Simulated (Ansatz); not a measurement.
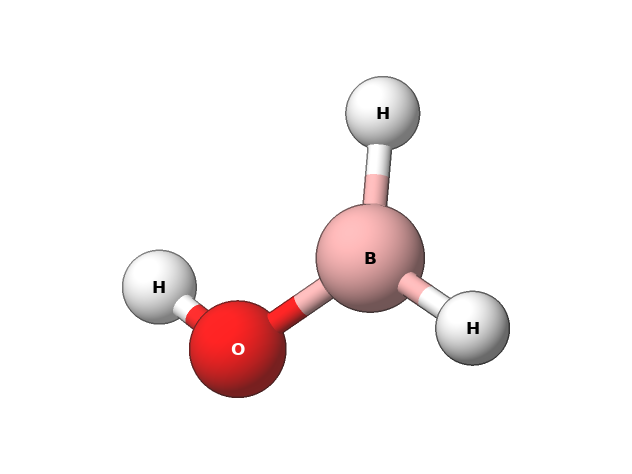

Ball-and-stick drawing of a structure.

The computed structure is the end point of a PBE0-D4/def2-TZVP optimisation.

Question: Which formula does it have?

Answer: BH₃O, 5 atoms: 1 boron, 3 hydrogen and 1 oxygen.

Question: How many bonds of each kind are drawn?

Answer: 2 B–H, 1 B–O, 1 O–H. Sticks follow a distance rule.

Question: How many sets of symmetry-equivalent atoms are there?

Answer: 5: 1 B, 1 H, 1 H, 1 O, 1 H.

Question: Which point group does it belong to?

Answer: Cs.

More results for the same structure follow; atom numbers are the same in all pictures, views and colours differ.

Shape

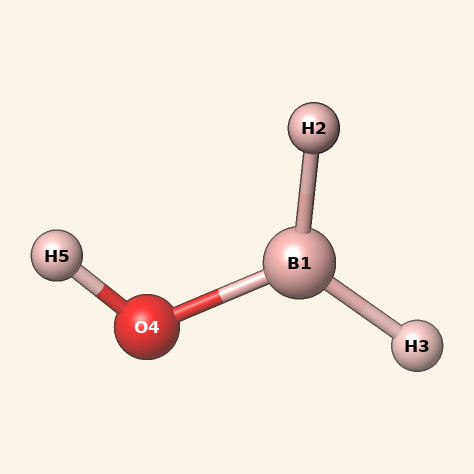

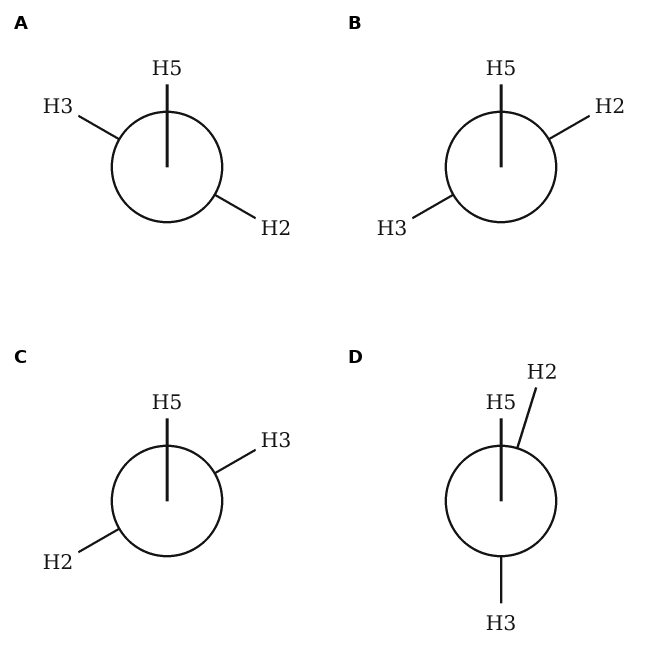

Atoms fade into the background with distance from the viewer. Bonds that would overlap in a projection are set slightly apart.

Question: Which Newman projection shows the view along O4–B1, with O4 in front?

Answer: D. The torsion angle H5–O4–B1–H2 is 0°, synperiplanar (eclipsed).

Electronic properties

Level of theory: RKS PBE0-D4/def2-TZVP (Ansatz 0.2.0).

Computed properties:

- dipole moment: 1.61 D
- harmonic zero-point energy: 93.0 kJ/mol

Vibrations

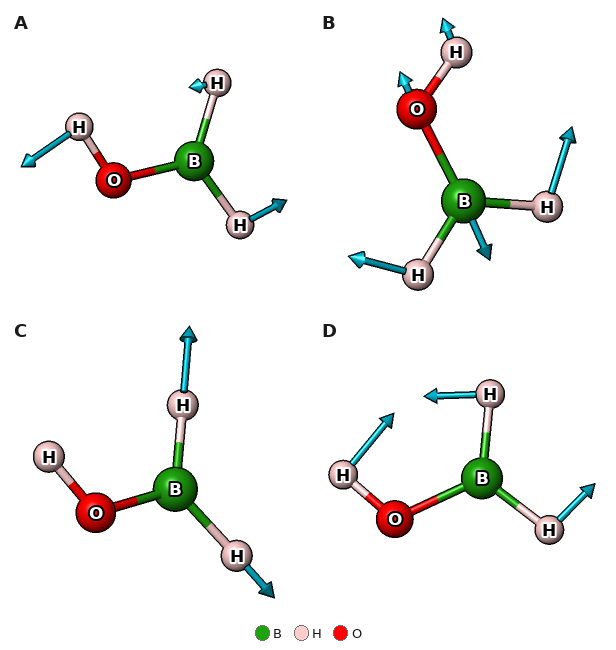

4 normal modes of one molecule or complex, as arrows. Harmonic vibrations computed with RKS PBE0-D4/def2-TZVP (Ansatz 0.2.0) at a stationary point of the same level.

Question: Match the panels to the wavenumbers 884 cm⁻¹, 1173 cm⁻¹, 1386 cm⁻¹, 2555 cm⁻¹.

Answer: A: 1173 cm⁻¹, angle bending
B: 1386 cm⁻¹
C: 2555 cm⁻¹, in-phase stretching of 2 B–H bonds
D: 884 cm⁻¹, H–B–O bending

Charges

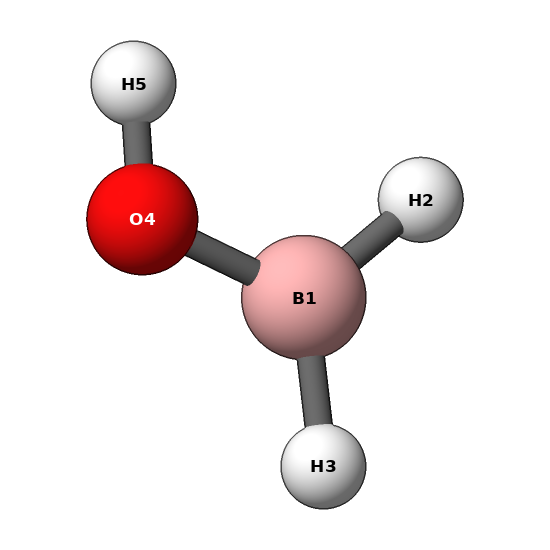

The questions are on Mulliken charges. Level of theory: RKS PBE0-D4/def2-TZVP (Ansatz 0.2.0).

Question: Which atom carries the highest charge (most positive or least negative)?

Answer: H5 (0.33 e).

Question: And the lowest?

Answer: O4 (−0.38 e).

Give the Mulliken charges atom by atom.

```tsv
atom	value (e)
B1	0.06
H2	−0.01
H3	0.00
O4	−0.38
H5	0.33
```

Thermal motion

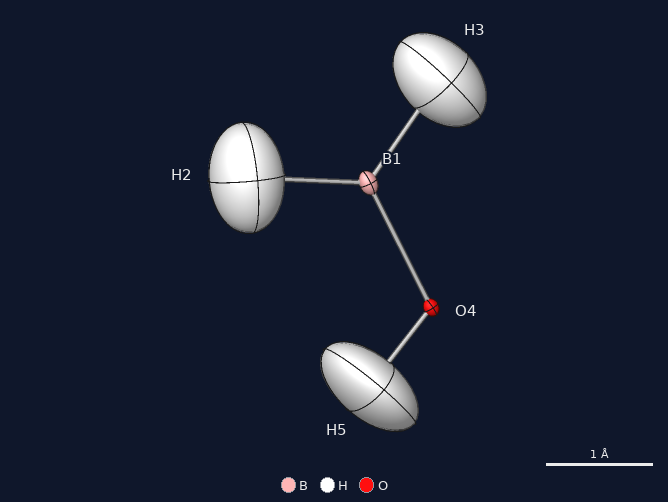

Displacement ellipsoids at the 50 % level, enlarged 3 times, from the internal vibrations of the free molecule (harmonic, no overall translation or rotation; no half-axis is drawn under 0.075 Å). Vibrations computed with RKS PBE0-D4/def2-TZVP (Ansatz 0.2.0). Temperature: 0 K (zero-point motion alone).

Question: Which atom has the largest mean-square displacement?

Answer: H5, with U_eq = 0.0112 Å².

Question: Does H5 move more along its bond or across it?

Answer: Across it: the root-mean-square amplitude is 0.065 Å along the bond and up to 0.121 Å across, since bending and torsion are softer than stretching.

List U_eq and the three principal root-mean-square amplitudes for each kind of atom.

```
atom  U_eq (Å²)   rms amplitudes (Å)
  B1    0.00049  0.019, 0.020, 0.027
  H2     0.0090  0.079, 0.088, 0.114
  H3     0.0093  0.078, 0.094, 0.114
  O4    0.00020  0.010, 0.011, 0.020
  H5     0.0112  0.065, 0.121, 0.121
```

Mulliken values depend strongly on the basis set and can even reverse the polarity of a bond.
